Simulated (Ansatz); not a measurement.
## Redistribution: C2HBrClF3 + CCl3F → C2HClF4 + CBrCl3

Species: C2HBrClF3 (1-bromo-2-chloro-1,1,2-trifluoroethane) `FC(Cl)C(F)(F)Br`, singlet; CCl3F (trichlorofluoromethane) `FC(Cl)(Cl)Cl`, singlet; C2HClF4 `FC(Cl)C(F)(F)F`, singlet; CBrCl3 (bromotrichloromethane) `ClC(Cl)(Cl)Br`, singlet. The partners trade Br for F; both sit on C, so the bond types are kept.

Shapes, held fixed at every level: PBE0-D4/def2-TZVP. Flexible molecules stand in one conformer, not always the lowest. Programs: Ansatz 0.2.0. The zero-point and thermal change to 298 K, harmonic and unscaled (PBE0-D4/def2-TZVP), is +0.7 kJ/mol.

```
             level                    kind  ΔH(298 K) (kJ/mol)  less CCSD(T)/def2-TZVPP
       HF/def2-SVP            Hartree–Fock               -32.0                     -9.7
     HF/def2-TZVPP            Hartree–Fock               -26.8                     -4.5
  SPW92/def2-TZVPP                     LDA               -10.2                    +12.1
PBE0-D4/def2-TZVPP           global hybrid               -16.4                     +5.9
wB97M-V/def2-TZVPP  range-separated hybrid               -15.6                     +6.7
  CCSD(T)/def2-SVP   coupled cluster or CI               -26.4                     -4.1
     CCSD/def2-SVP   coupled cluster or CI               -27.5                     -5.2
CCSD(T)/def2-TZVPP   coupled cluster or CI               -22.3                      0.0
```

The highest level, CCSD(T)/def2-TZVPP, gives ΔH(298 K) = -22.3 kJ/mol; the levels span -32.0 to -10.2. The column of differences is taken from that level and isn't an error. No measured value is set beside it here. Relativity is left out for Br. Outer-core shells of Br are correlated, in sets that cover them unevenly.

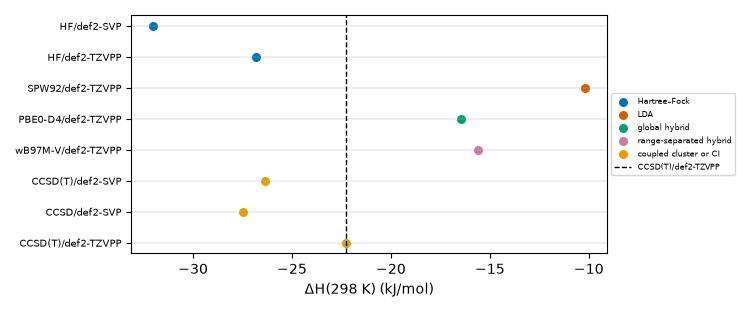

The values of the table, level by level.
